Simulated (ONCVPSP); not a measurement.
# Run report: Au, pseudopotential generation (part 2 of 2)

Continued. System: gold (Au, Z = 79), core [Kr] 4d10, reference valence 4f14 5s2 5p6 5d10 6s0.5 6p0.5, valence charge 33. Method: ONCV potential, PBE, fully relativistic, made with ONCVPSP 4.0.1.

### Log (extracts), continued
```
       2        0.659349        7.511773    186.84  WARNING - GHOST(+)

Ghost test for J = L - 1/2

 Testing for bound ghosts
   n   l    E NL Schr. Eq   E Basis Diag.   E Cutoff

       0                      -14.561691    145.05  WARNING - GHOST(-)
   1   0       -4.015073       -4.015054    145.05
   2   0       -0.243498       -0.191586    145.05

   2   1       -2.681786       -2.681759     99.57
       1                       -1.846777     99.57  WARNING - GHOST(-)
   3   1       -0.065784       -0.017941     99.57

   3   2       -0.329365       -0.319060    186.84

   4   3       -3.091656       -3.084764    819.24

 Testing for highly-localized positive-energy ghosts
       l    <radius>/rc     E Basis Diag.   E Cutoff

Test configuration 0

   n   l kap    f        eae           eps        diff
   1   0  -1  2.0000-2964.11411182
   2   0  -1  2.0000 -522.58407761
   2   1  -2  4.0000 -433.57588272
   2   1   1  2.0000 -501.04448853
   3   0  -1  2.0000 -123.36044698
   3   1  -2  4.0000  -98.80611042
   3   1   1  2.0000 -113.69477498
   3   2  -3  6.0000  -79.59618292
   3   2   2  4.0000  -82.79533239
   4   0  -1  2.0000  -26.80685776
   4   1  -2  4.0000  -19.11681852
   4   1   1  2.0000  -22.68703160
   4   2  -3  6.0000  -11.72168342
   4   2   2  4.0000  -12.38642336
   4   3  -4  8.0000   -2.95244925   -2.95281906   -3.70E-04
   4   3   3  6.0000   -3.09249563   -3.09165562    8.40E-04
   5   0  -1  2.0000   -4.01507984   -4.01507262    7.22E-06
   5   1  -2  4.0000   -2.07672840   -2.07672394    4.45E-06
   5   1   1  2.0000   -2.68176186   -2.68178578   -2.39E-05
   5   2  -3  6.0000   -0.27284368   -0.27285463   -1.09E-05
   5   2   2  4.0000   -0.32939701   -0.32936478    3.22E-05
   6   0  -1  0.5000   -0.24350387   -0.24349776    6.12E-06
   6   1  -2  0.3333   -0.04544272   -0.04544203    6.93E-07
   6   1   1  0.1667   -0.06578748   -0.06578383    3.65E-06

    Total energies and differences
      AE_ref= -1.90480035E+04  AE_tst= -1.90480035E+04  dif=  0.00E+00
      PS_ref= -5.76103109E+02  PS_tst= -5.76103109E+02  dif= -6.37E-12
      PSP excitation error=  6.37E-12

Test configuration 1

   n   l kap    f        eae           eps        diff
   1   0  -1  2.0000-2964.07192164
   2   0  -1  2.0000 -522.54295263
   2   1  -2  4.0000 -433.53477167
   2   1   1  2.0000 -501.00330787
   3   0  -1  2.0000 -123.31907158
   3   1  -2  4.0000  -98.76473052
   3   1   1  2.0000 -113.65341220
   3   2  -3  6.0000  -79.55489079
   3   2   2  4.0000  -82.75405189
   4   0  -1  2.0000  -26.76530042
   4   1  -2  4.0000  -19.07527050
   4   1   1  2.0000  -22.64548187
   4   2  -3  6.0000  -11.68016999
   4   2   2  4.0000  -12.34490780
   4   3  -4  8.0000   -2.91090244   -2.90972503    1.18E-03
   4   3   3  6.0000   -3.05095257   -3.04853462    2.42E-03
   5   0  -1  2.0000   -3.97293213   -3.97256966    3.62E-04
   5   1  -2  4.0000   -2.03394354   -2.03391071    3.28E-05
   5   1   1  2.0000   -2.63931281   -2.63915796    1.55E-04
   5   2  -3  6.0000   -0.23194165   -0.23197708   -3.54E-05
   5   2   2  4.0000   -0.28800108   -0.28798959    1.15E-05
   6   0  -1  1.0000   -0.21242750   -0.21238652    4.10E-05
   6   1  -2  0.0000   -0.02437740   -0.02437740    0.00E+00
   6   1   1  0.0000   -0.04244341   -0.04244341    0.00E+00

    Total energies and differences
      AE_ref= -1.90480035E+04  AE_tst= -1.90480965E+04  dif= -9.30E-02
      PS_ref= -5.76103109E+02  PS_tst= -5.76196114E+02  dif= -9.30E-02
      PSP excitation error= -1.01E-05

Test configuration 2

   n   l kap    f        eae           eps        diff
   1   0  -1  2.0000-2964.38469095
   2   0  -1  2.0000 -522.85229136
   2   1  -2  4.0000 -433.84411468
   2   1   1  2.0000 -501.31290544
   3   0  -1  2.0000 -123.62900212
   3   1  -2  4.0000  -99.07467948
   3   1   1  2.0000 -113.96331933
   3   2  -3  6.0000  -79.86456781
   3   2   2  4.0000  -83.06369816
   4   0  -1  2.0000  -27.07572728
   4   1  -2  4.0000  -19.38567856
   4   1   1  2.0000  -22.95589097
   4   2  -3  6.0000  -11.99047607
   4   2   2  4.0000  -12.65521945
   4   3  -4  8.0000   -3.22130129   -3.22457870   -3.28E-03
   4   3   3  6.0000   -3.36133989   -3.36346018   -2.12E-03
   5   0  -1  2.0000   -4.28512488   -4.28588525   -7.60E-04
   5   1  -2  4.0000   -2.34839483   -2.34852877   -1.34E-04
   5   1   1  2.0000   -2.95254619   -2.95300650   -4.60E-04
   5   2  -3  6.0000   -0.54136310   -0.54134024    2.29E-05
   5   2   2  4.0000   -0.59895937   -0.59890469    5.47E-05
   6   0  -1  0.0000   -0.48590603   -0.48590603    0.00E+00
   6   1  -2  0.0000   -0.23750717   -0.23750717    0.00E+00
   6   1   1  0.0000   -0.27449079   -0.27449079    0.00E+00

    Total energies and differences
      AE_ref= -1.90480035E+04  AE_tst= -1.90477500E+04  dif=  2.53E-01
      PS_ref= -5.76103109E+02  PS_tst= -5.75849667E+02  dif=  2.53E-01
      PSP excitation error= -1.71E-05

Test configuration 3

psatom_r: WARNING lschvkbb convergence error n,l,kap,iter=   3   1  -2


ea(ii),et,emin,emax -4.966250E-02 -5.462875E-02 -5.462875E-02 -5.462875E-02
run_config_r: WARNING for fully non-local PS atom,
 WARNING no output for configuration 4

Test configuration 4

psatom_r: WARNING lschvkbb convergence error n,l,kap,iter=   3   1  -2


ea(ii),et,emin,emax -4.544203E-02 -4.998623E-02 -4.998623E-02 -4.998623E-02
run_config_r: WARNING for fully non-local PS atom,
 WARNING no output for configuration 5
```

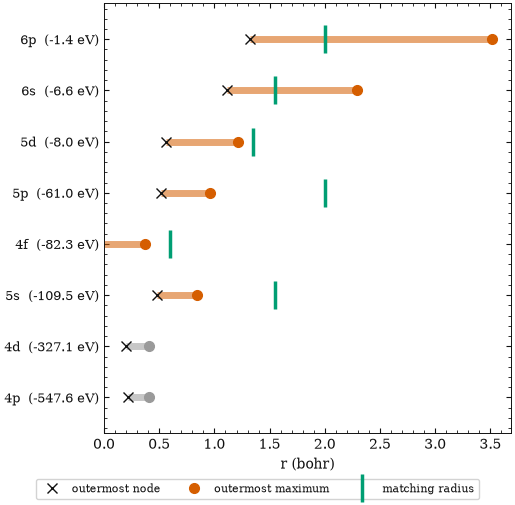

**Figure 2.** Outer shells of the all-electron reference atom: each bar runs from the outermost node (or the nucleus) to the outermost maximum of u(r); the tick is the radius chosen for the pseudo-wave. Shells without a tick have no pseudo-wave of their own. Levels, nodes and maxima are from ld1.x, scalar-relativistic.

- Radii against the shells: 5s: 1.55 bohr, outside the maximum; 4f: 0.60 bohr, outside the maximum; 5p: 2.00 bohr, outside the maximum; 5d: 1.35 bohr, outside the maximum; 6s: 1.55 bohr, between node and maximum; 6p: 2.00 bohr, between node and maximum.

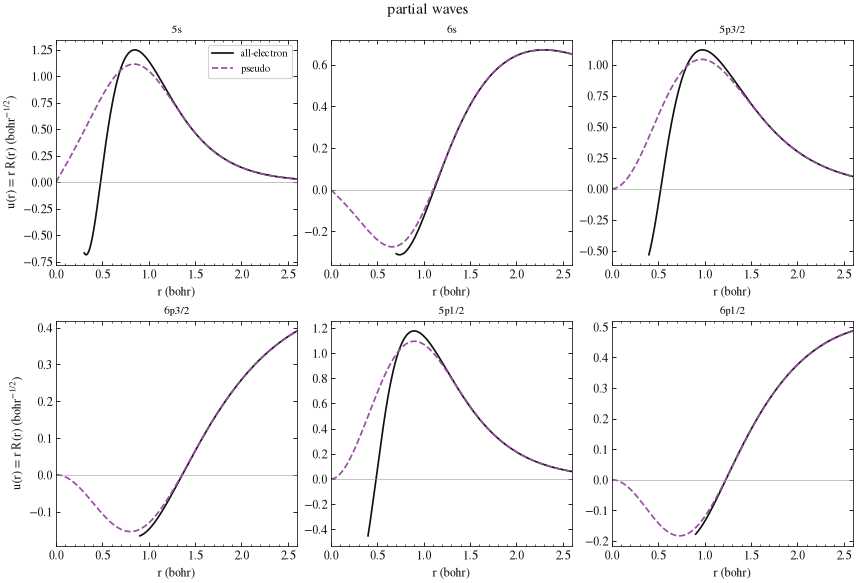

**Figure 3.** All-electron valence functions (solid) with their pseudo partners (dashed). The innermost oscillations of some all-electron curves aren't drawn. Reference configuration 4f14 5s2 5p6 5d10 6s0.5 6p0.5.

- Matching radii: 5s at 1.55 bohr; 6s at 1.55 bohr; 5p3/2 at 2.00 bohr; 6p3/2 at 2.00 bohr; 5p1/2 at 2.00 bohr; 6p1/2 at 2.00 bohr. The curves merge smoothly, so the plot gives these only roughly.
- Nodes of the pseudo-waves: 5s has no node; 6s has a node at about 1.1 bohr; 5p3/2 has no node; 6p3/2 has a node at about 1.4 bohr; 5p1/2 has no node; 6p1/2 has a node at about 1.2 bohr. A node in 6s, 6p3/2 and 6p1/2 is expected, since a lower shell of the same l is also in the valence and the two must stay orthogonal. The potential isn't sound: its ghost test gives GHOST(-) flagged for s at -396.2 eV, p3/2 at -161.9 eV, p1/2 at -50.3 eV; GHOST(+) flagged for d5/2 at 204.4 eV.

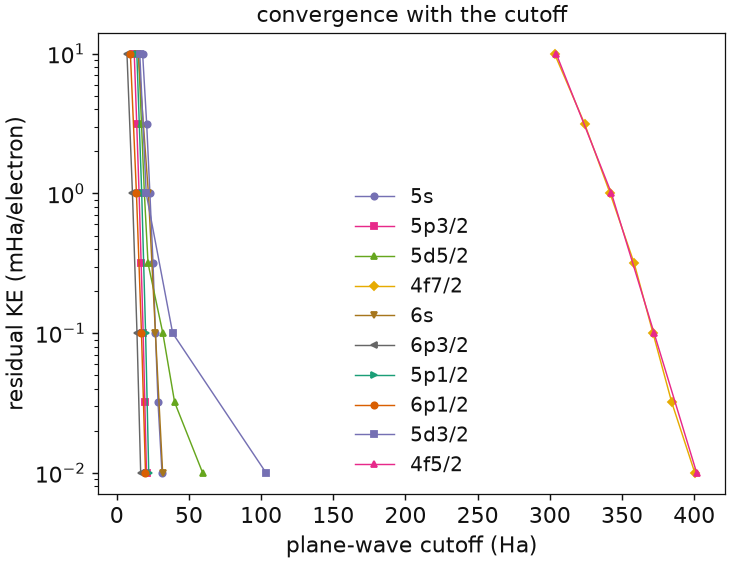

**Figure 4.** Residual kinetic energy of the pseudo-waves (the first of each channel, and further valence shells) beyond the plane-wave cutoff, as the generator prints it.

- Cutoffs for the occupied states: 343 Ha for 1 mHa and 372 Ha for 0.1 mHa per electron. The first is set by 4f5/2.
- Cutoffs for 1 mHa per electron: 4f5/2: 343 Ha; 4f7/2: 342 Ha; 5s: 23 Ha; 6s: 22 Ha; 5d3/2: 20 Ha; 5d5/2: 19 Ha; 5p1/2: 17 Ha; 5p3/2: 15 Ha; 6p1/2: 14 Ha; 6p3/2: 11 Ha.

Outcome of the run: generated, with a ghost state.
